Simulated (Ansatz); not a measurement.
Input

```
crystal:
  lattice:
    - [0.0, 5.3622605492, 5.3622605492]
    - [5.3622605492, 0.0, 5.3622605492]
    - [5.3622605492, 5.3622605492, 0.0]
  atoms:
    - { symbol: Al, position: [0.5, 0.5, 0.5] }
    - { symbol: C, position: [0.7926644861, 0.2073355139, 0.2073355139] }
    - { symbol: C, position: [0.2073355139, 0.7926644861, 0.2073355139] }
    - { symbol: C, position: [0.2073355139, 0.2073355139, 0.7926644861] }
    - { symbol: C, position: [0.2073355139, 0.7926644861, 0.7926644861] }
    - { symbol: C, position: [0.7926644861, 0.2073355139, 0.7926644861] }
    - { symbol: C, position: [0.7926644861, 0.7926644861, 0.2073355139] }
    - { symbol: Au, position: [0.0, 0.0, 0.0], spin: 0.89 }
    - { symbol: "N", position: [0.6842794345, 0.3157205655, 0.3157205655] }
    - { symbol: "N", position: [0.3157205655, 0.6842794345, 0.3157205655] }
    - { symbol: "N", position: [0.3157205655, 0.3157205655, 0.6842794345] }
    - { symbol: "N", position: [0.3157205655, 0.6842794345, 0.6842794345] }
    - { symbol: "N", position: [0.6842794345, 0.3157205655, 0.6842794345] }
    - { symbol: "N", position: [0.6842794345, 0.6842794345, 0.3157205655] }
basis:
  ecutwfc: 420
kpoints:
  mp_grid: { grid: [6, 6, 6] }
  band_path:
    path:
      - [[0.0, 0.0, 0.0], [0.5, 0.0, 0.5], [0.625, 0.25, 0.625]]
      - [[0.375, 0.375, 0.75], [0.0, 0.0, 0.0], [0.5, 0.5, 0.5], [0.5, 0.25, 0.75], [0.5, 0.0, 0.5]]
    npoints: 10
hamiltonian:
  xc: pbe
scf:
  occupations: { method: gaussian, width: 0.02 }
  n_extra_bands: 35
output:
  forces: true
  stress: true
  eigenvalues: true
  populations: true
  dos: { projected: true, de: 0.02, nscf_kmesh: { grid: [9, 9, 9] } }
  bader: false
  write_density: true
  write_potential: true
  elf: true
  volumetric_format: npy
magnetization:
  spin_polarized: true
checkpoint:
  read: start.run
  write: ck
  compress: false
  write_wavefunctions: false
  write_every: 100000
```

Command:

```sh
ansatz run input.yaml --threads 1 --pin off --max-ram 2560MiB --backend cpu --events-out ev --progress --plain --runs-dir out
```

Below, planes, directions and counts refer to the conventional cell (a = 10.72 Å, b = 10.72 Å, c = 10.72 Å, α = 90.00°, β = 90.00°, γ = 90.00°).

Space group Fm-3m; a structure generated by program, which may or may not match a known phase; spin-polarised.

Level of theory: DFT PBE, scalar-relativistic, plane waves, PAW (Ansatz).

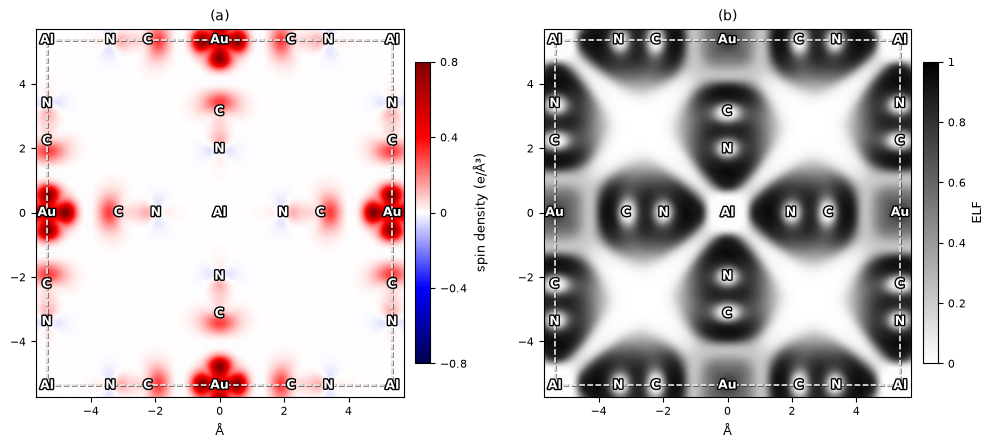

AlAuC₆N₆. (a) magnetisation density (up minus down); (b) ELF on the (010) plane of the conventional cell.

The density is the valence pseudo-density of a PAW calculation; it isn't the true density close to the nuclei.

**Describe what can be read from this map.**

Atoms in the plane: Al, C, Au and N. C–N (1.16 Å): the ELF peaks at about 0.85 between the atoms (inside overlapping PAW spheres, so only a guide) (a short, multiple covalent bond). Al–N (1.98 Å): the ELF peaks at about 0.95 in the valence shell of N, 0.7 Å from its nucleus, and is about 0.90 at the midpoint. Au–C (2.22 Å): the ELF peaks at about 0.95 in the valence shell of C, 0.6 Å from its nucleus, and drops to about 0.25 between the two atoms. The features right at Au lie inside the PAW spheres, where the map follows smoothed inner orbitals and isn't to be read closely. The spin density sits on Au: +0.8 μB (×4) in one cell of 56 atoms, with smaller moments on other sites: C (up to +0.06 μB): parallel main moments, as they must be, since the calculation's own cell holds one magnetic site. The cell of the calculation (14 atoms) carries 2.0 μB of net spin moment.
